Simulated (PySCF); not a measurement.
**[HO2]− (hydroperoxide(1-)): MP2/cc-pVQZ**

Aim: the vertical singlet–triplet gap of [HO2]− (hydroperoxide(1-)) at MP2/cc-pVQZ, from 2 runs. Input form: a Python script.

The results are computed with PySCF 2.14.0.

## 1. The system as given

The species is [HO2]− (3 atoms), meant as a singlet with charge -1. As SMILES, `[O-]O`. The shape is that of a GFN2-xTB optimisation.

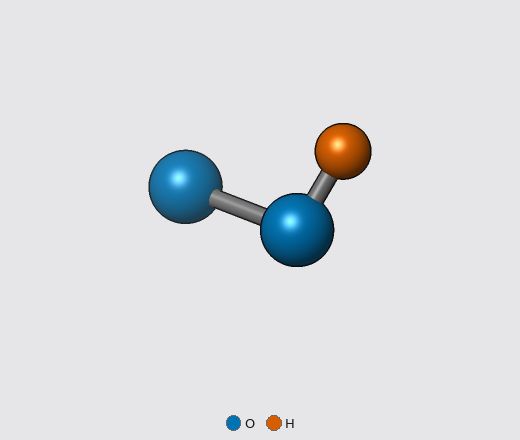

Viewed from a chosen angle; oxygen blue, hydrogen orange.

## 2. A single-point energy at MP2/cc-pVQZ

Contents of input.xyz:

```xyz
3

O     -0.355040     1.013280    -0.080710
O     -0.244450    -0.436620    -0.180910
H      0.599490    -0.576670     0.261620
```

Contents of calc.py:

```python
# hydroperoxide(1-)
from pyscf import gto, mp

molecule = gto.M(
    atom='input.xyz',
    max_memory=1860,
    verbose=3,
    charge=-1,
    basis='cc-pvqz',
)

mf = molecule.RHF()
mf.conv_tol = 1e-10
mf.kernel()
if not mf.converged:
    mf = mf.newton().run(mf.mo_coeff, mf.mo_occ)

pt = mp.MP2(mf, frozen=2).run()
etot = pt.e_tot
print(f'total energy: {etot:.8f} hartree')
```

Launch:

```bash
$ OMP_NUM_THREADS=1 python calc.py
```

Standard output:

```text
converged SCF energy = -150.220446351903
E(RMP2) = -150.759397969375  E_corr = -0.538951617472331
E(SCS-RMP2) = -150.752022762221  E_corr = -0.531576410318173
total energy: -150.75939797 hartree
```

Wall time 7.5 s (1 thread of Intel Xeon Platinum 8259CL at 2.50GHz (Skylake/Cascade Lake), shared host); peak memory 0.56 GiB.

## 3. The triplet, same level

Contents of mol.xyz:

```xyz
3
HO2
O     -0.355040     1.013280    -0.080710
O     -0.244450    -0.436620    -0.180910
H      0.599490    -0.576670     0.261620
```

Contents of calc.py:

```python
from pyscf import gto, mp

mol = gto.M(
    atom='mol.xyz',
    max_memory=1860,
    basis='cc-pvqz',
    charge=-1,
    spin=2,
    verbose=3,
)

mf = mol.UHF()
mf.conv_tol = 1e-10
mf.kernel()
if not mf.converged:
    mf = mf.newton().run(mf.mo_coeff, mf.mo_occ)

pt = mp.MP2(mf, frozen=2).run()
energy = pt.e_tot
print(f'total energy: {energy:.8f} hartree')
```

Launch:

```bash
$ OMP_NUM_THREADS=1 python calc.py
```

Standard output:

```text
WARN: HOMO -0.00880081378380737 >= LUMO -0.309337585716221

SCF not converged.
SCF energy = -150.115492406117 after 50 cycles  <S^2> = 2.0310779  2S+1 = 3.0206475
converged SCF energy = -150.130499453403  <S^2> = 2.0599003  2S+1 = 3.0396713
E(UMP2) = -150.623835717271  E_corr = -0.493336263867558
E(SCS-UMP2) = -150.614435499545  E_corr = -0.483936046142149
total energy: -150.62383572 hartree
```

Wall time 66 s (1 thread of Intel Xeon Platinum 8259CL at 2.50GHz (Skylake/Cascade Lake), shared host); peak memory 0.86 GiB.

## 4. What came out

Level: MP2/cc-pVQZ, 2 core orbitals frozen.

```
                                                           quantity          value
                                              singlet: total energy  -150.75940 Eh
                       singlet: HOMO energy (Hartree–Fock orbitals)       -2.44 eV
                       singlet: LUMO energy (Hartree–Fock orbitals)        9.19 eV
     singlet: HOMO–LUMO gap (to an unbound level, set by the basis)       11.63 eV
               singlet: correlation energy (2 core orbitals frozen)     -539.0 mEh
                                              triplet: total energy  -150.62384 Eh
triplet: HOMO energy (Hartree–Fock orbitals) (highest over α and β)        2.51 eV
 triplet: LUMO energy (Hartree–Fock orbitals) (lowest over α and β)        9.18 eV
               triplet: correlation energy (2 core orbitals frozen)     -493.3 mEh
                         triplet: ⟨S²⟩ of the reference determinant          2.060
                   vertical energy of the triplet above the singlet       3.689 eV
```

At this shape the triplet lies 3.69 eV (356 kJ/mol) above the singlet. For an anion a state so high probably lies above electron detachment. Mulliken charges (triplet) of the mean-field density run from -0.85 on H3 to +0.03 on O2; in a basis this large or diffuse they mean little. The HOMO (triplet) lies at positive energy, 2.51 eV: the electron is unbound at this level or held by a compact basis; values depend on the basis.
